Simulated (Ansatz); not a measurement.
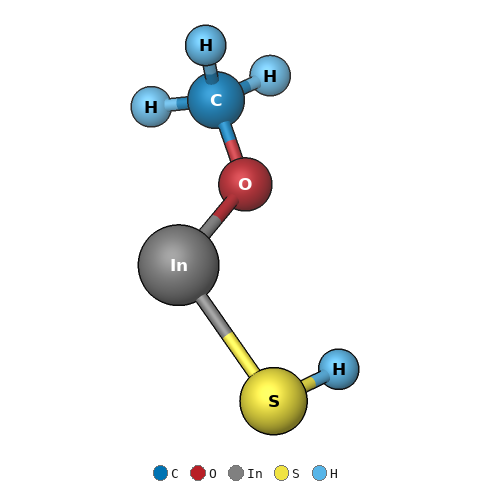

Rendered structure (ball-and-stick style).

Charge 0, doublet. The computed structure is the end point of a PBE0-D4/def2-TZVP optimisation.

> Which formula does it have?

CH₄InOS, 8 atoms: 1 carbon, 4 hydrogen, 1 indium, 1 oxygen and 1 sulfur.

> How many atoms are distinct by symmetry?

7: 1 C, 1 O, 1 In, 1 S, 2 H, 1 H, 1 H.

> What is the point group of this geometry?

Cs.

> What is its SMILES?

C[O][In][SH]

> Count the bonded pairs by element.

3 C–H, 1 C–O, 1 In–O, 1 In–S, 1 S–H.

The parts below concern this one geometry. Atoms keep their numbers from picture to picture.

### Shape

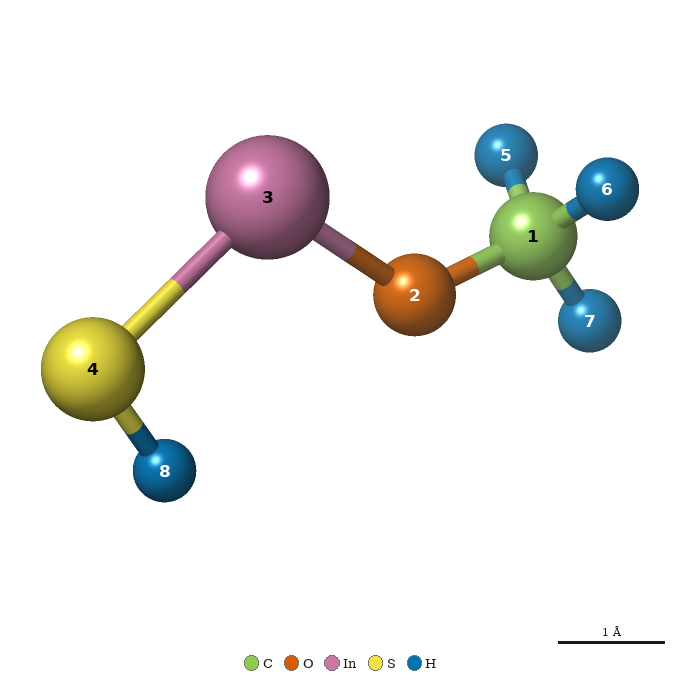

Numbered structure.

List the bonds and their lengths.

```
  bond  length (Å)
 C1–O2       1.397
 C1–H5       1.098
 C1–H6       1.098
 C1–H7       1.097
O2–In3       2.010
In3–S4       2.432
 S4–H8       1.347
```

### Charges

The questions are on Mulliken charges. Level of theory: UKS PBE0-D4/def2-TZVP, core potentials on In (Ansatz 0.2.0).

> Which atom carries the highest charge (most positive or least negative)?

In3 (0.59 e).

> And the lowest?

O2 (−0.48 e).

List the Mulliken charges.

```csv
atom,value (e)
C1,−0.19
O2,−0.48
In3,0.59
S4,−0.44
H5,0.11
H6,0.11
H7,0.12
H8,0.18
```

### Vibrations

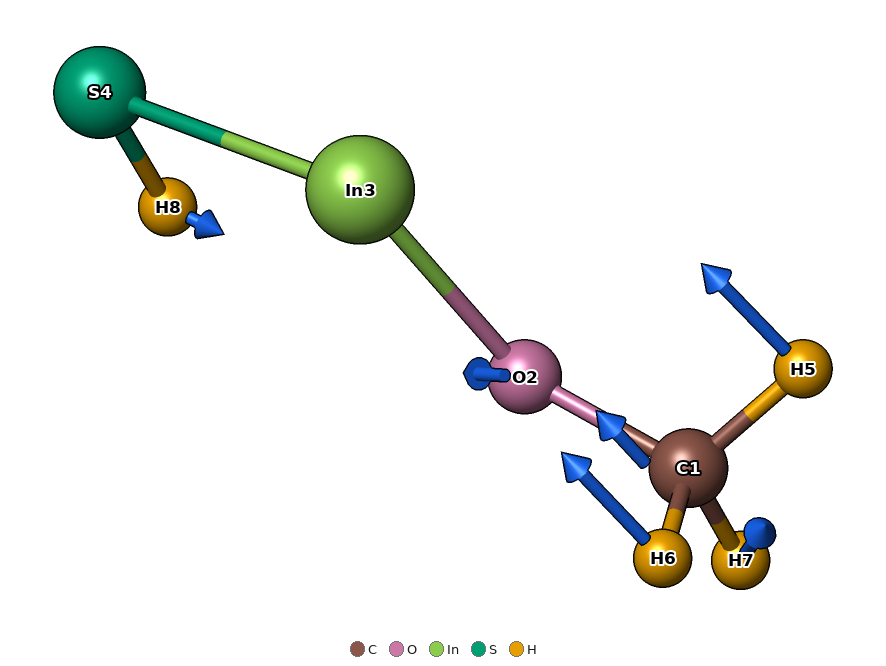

The arrows show one normal mode. Harmonic vibrations computed with UKS PBE0-D4/def2-TZVP, core potentials on In (Ansatz 0.2.0) at a stationary point of the same level.

> Describe the motion.

Mostly C–O–In bending.

> Estimate its harmonic wavenumber.

199 cm⁻¹; it is mode 4 of 18 counted from the lowest.

### Levels of theory compared

Program: Ansatz 0.2.0.

Tabulate dipole (D), HOMO energy (eV) at these levels: B3LYP-D4/def2-TZVPP; PBE-D4/def2-TZVPP; r2SCAN-D4/def2-TZVPP; ωB97M-V/def2-TZVPP.

```tsv
level	dipole (D)	HOMO energy (eV)
B3LYP-D4/def2-TZVPP	2.22	−6.08
PBE-D4/def2-TZVPP	2.11	−5.23
r2SCAN-D4/def2-TZVPP	2.20	−5.60
ωB97M-V/def2-TZVPP	2.26	−8.32
```

Mulliken values depend strongly on the basis set and can even reverse the polarity of a bond.
